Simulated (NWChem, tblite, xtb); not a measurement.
# C3H2F4 (SMILES FC1C(F)C1(F)F): the dipole moment, rung by rung

C3H2F4 has 9 atoms, charge 0, and is taken as a singlet. SMILES: `FC1C(F)C1(F)F`. The coordinates come from a PBE0-D4/def2-TZVP relaxation.

```jsonl
{"atom": "F", "x (Å)": "-0.9032", "y (Å)": "-0.4722", "z (Å)": "1.7003"}
{"atom": "C", "x (Å)": "0.0466", "y (Å)": "-0.4636", "z (Å)": "0.7433"}
{"atom": "C", "x (Å)": "-0.3713", "y (Å)": "-0.3664", "z (Å)": "-0.7027"}
{"atom": "F", "x (Å)": "0.2512", "y (Å)": "-1.1369", "z (Å)": "-1.6175"}
{"atom": "C", "x (Å)": "0.3354", "y (Å)": "0.7699", "z (Å)": "-0.0439"}
{"atom": "F", "x (Å)": "-0.3541", "y (Å)": "1.8871", "z (Å)": "0.1805"}
{"atom": "F", "x (Å)": "1.6058", "y (Å)": "1.0354", "z (Å)": "-0.3432"}
{"atom": "H", "x (Å)": "0.9078", "y (Å)": "-1.0906", "z (Å)": "0.9585"}
{"atom": "H", "x (Å)": "-1.4297", "y (Å)": "-0.2089", "z (Å)": "-0.8925"}
```

Quantity: the dipole moment, in D. The values are calculated.

| level | kind | program | value (D) | CPU time |
| --- | --- | --- | --- | --- |
| IPEA1-xTB | semi-empirical | tblite | 1.31 | under 2 s |
| GFN2-xTB | semi-empirical | xtb | 1.12 | under 2 s |
| GFN0-xTB | semi-empirical | xtb | 0.74 | under 2 s |
| GFN1-xTB | semi-empirical | tblite | 1.02 | under 2 s |
| HF/STO-3G | Hartree–Fock | NWChem | 0.52 | 2.6 s |
| HF/3-21G | Hartree–Fock | NWChem | 1.05 | 3 s |
| B3LYP/6-31G* (spherical functions) | global hybrid | NWChem | 0.71 | 16 s |
| B3LYP/def2-SVP | global hybrid | NWChem | 0.77 | 18 s |
| PBE0/def2-SVP | global hybrid | NWChem | 0.79 | 29 s |
| B3LYP/6-31G* (Cartesian functions) | global hybrid | NWChem | 0.72 | 19 s |

The values span 0.52 to 1.31 D. Magnitudes only. Sets without polarisation functions give poor dipoles. CPU times are rough (shared hosts, several kinds of processor and program).

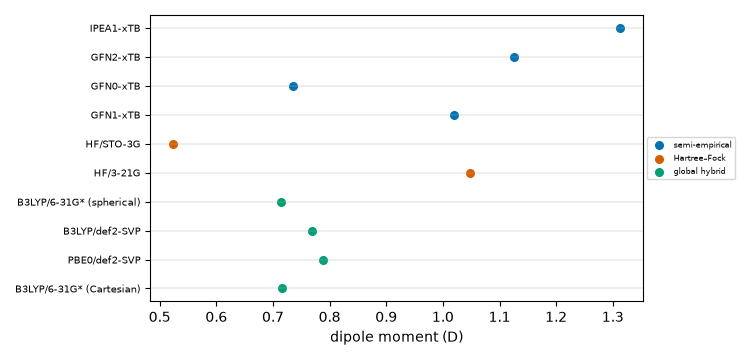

The values of the table, level by level.
